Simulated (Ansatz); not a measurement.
Input file:

```
crystal:
  lattice:
    - [6.224775, 0.0, 0.0]
    - [0.0, 6.224775, 0.0]
    - [0.0, 0.0, 6.224775]
  atoms:
    - { symbol: Al, position: [0.5, 0.0, 0.0] }
    - { symbol: Al, position: [0.0, 0.0, 0.5] }
    - { symbol: Al, position: [0.0, 0.5, 0.0] }
    - { symbol: Ga, position: [0.5, 0.5, 0.5] }
    - { symbol: Sb, position: [0.249905, 0.750095, 0.249905] }
    - { symbol: Sb, position: [0.249905, 0.249905, 0.750095] }
    - { symbol: Sb, position: [0.750095, 0.750095, 0.750095] }
    - { symbol: Sb, position: [0.750095, 0.249905, 0.249905] }
basis:
  ecutwfc: 420
kpoints:
  mp_grid: { grid: [6, 6, 6] }
  band_path:
    path:
      - [[0.0, 0.0, 0.0], [0.0, 0.5, 0.0], [0.5, 0.5, 0.0], [0.0, 0.0, 0.0], [0.5, 0.5, 0.5], [0.0, 0.5, 0.0]]
      - [[0.5, 0.5, 0.5], [0.5, 0.5, 0.0]]
    npoints: 10
hamiltonian:
  xc: pbe
scf:
  occupations: { method: gaussian, width: 0.02 }
output:
  forces: true
  stress: true
  eigenvalues: true
  populations: true
  dos: { projected: true, de: 0.02 }
  bader: false
  write_density: true
  write_potential: true
  elf: true
  volumetric_format: npy
magnetization:
  noncollinear: true
  spin_orbit: true
```

Launched as:

```sh
ansatz run input.yaml --threads 4 --pin off --max-ram 8192MiB --backend cpu --events-out ev --progress --plain --runs-dir out
```

Below, planes, directions and counts refer to the conventional cell (a = 6.22 Å, b = 6.22 Å, c = 6.22 Å, α = 90.00°, β = 90.00°, γ = 90.00°).

Space group P-43m; a structure generated by program, which may or may not match a known phase.

Theory: DFT PBE, spin-orbit coupling, plane waves, PAW in Ansatz.

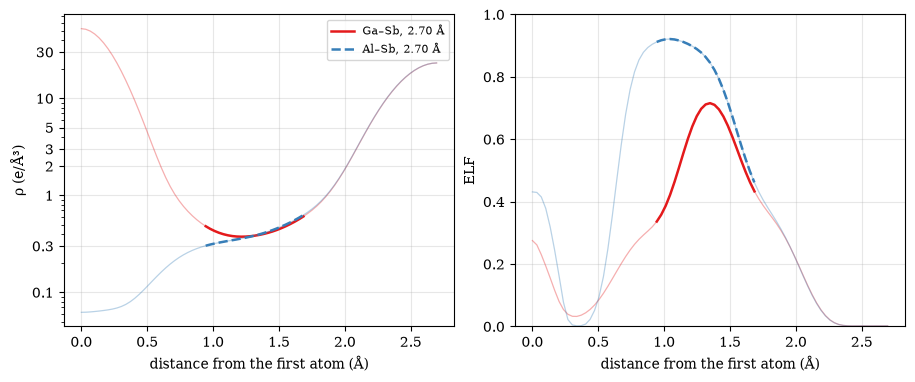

Al₃GaSb₄. Valence charge density (pseudo) and ELF along straight lines between neighbouring atoms. Thin, pale parts lie inside the atomic spheres.

The density is the valence pseudo-density of a PAW calculation; it isn't the true density close to the nuclei.

Q: What can be read from the curves?

A: Ga–Sb (2.70 Å): ρ at the midpoint is about 0.39 e/Å³; the ELF peaks at about 0.70 between the atoms.
Al–Sb (2.70 Å): the density is about 0.39 e/Å³ at the midpoint; the ELF peaks at about 0.90 between the atoms, as expected for a covalent bond.
